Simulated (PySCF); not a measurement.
**C5H8N4 (SMILES CN(C)c1cnnnc1): density, localisation and related maps**

```xyz
17

C    -1.4107    1.3288    0.1930
N    -0.7604    0.0726   -0.0970
C    -1.5407   -1.0512   -0.5587
C     0.5731   -0.0528    0.0695
C     1.4135    0.9887    0.5207
N     2.7095    0.8259    0.6665
N     3.2810   -0.3050    0.4009
N     2.5932   -1.3198   -0.0152
C     1.2925   -1.2407   -0.1869
H    -2.4768    1.2377    0.0031
H    -1.2702    1.6099    1.2406
H    -1.0156    2.1292   -0.4392
H    -1.2050   -1.3821   -1.5457
H    -2.5855   -0.7617   -0.6322
H    -1.4644   -1.8927    0.1359
H     1.0415    1.9717    0.7708
H     0.8180   -2.1464   -0.5358
```

Geometry: GFN2-xTB.

Method: PySCF 2.14.0, PBE0/pcSseg-1, SCF density, gas phase, non-relativistic.

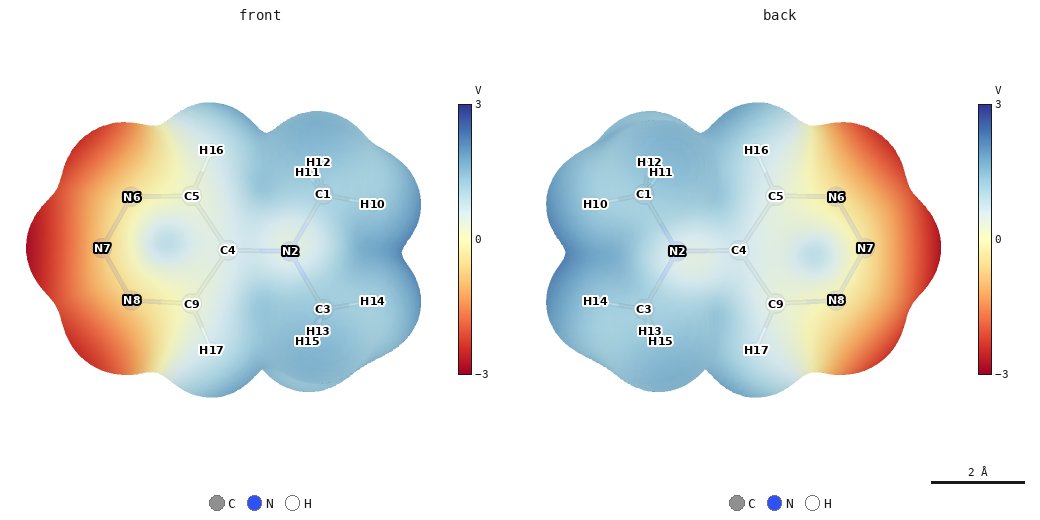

Figure 1. The molecular electrostatic potential painted on the density surface at 0.004 e/bohr³, seen from the front and from behind; the colour scale runs from red (negative) to blue (positive).

Question: Describe the electrostatic potential map.

Answer: The most negative region (about −2.7 V) lies over N7, the most positive (about +2.1 V) over H10 and H14. N7 is the likeliest acceptor of a hydrogen bond.

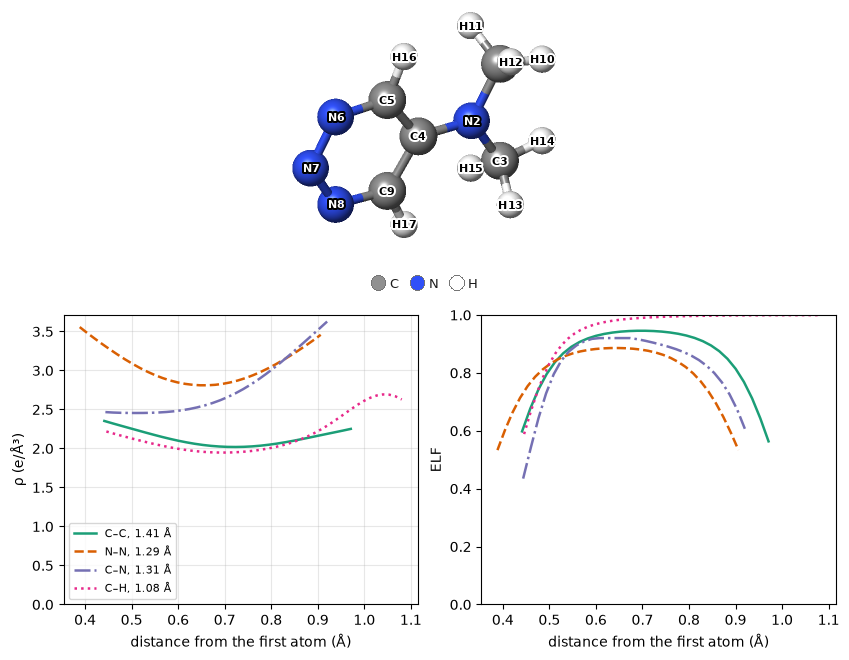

Figure 2. Electron density and ELF along straight lines between neighbouring atoms. The curves leave out the atomic cores. The structure is drawn too.

Question: What kind of bonding do the profiles show?

Answer: C–C (1.41 Å): ρ at the midpoint is about 2 e/Å³; the ELF peaks at about 0.95 between the atoms (a covalent bond).
N–N (1.29 Å): ρ is about 2.8 e/Å³ halfway; the ELF peaks at about 0.90 between the atoms: localised, covalent bonding.
C–N (1.31 Å): ρ at the midpoint is about 2.6 e/Å³; the ELF peaks at about 0.90 between the atoms (a covalent bond).
C–H (1.08 Å): ρ is about 2.1 e/Å³ halfway; the ELF climbs to about 1 towards the hydrogen, as it does in any bond to H; an ordinary covalent bond to hydrogen.
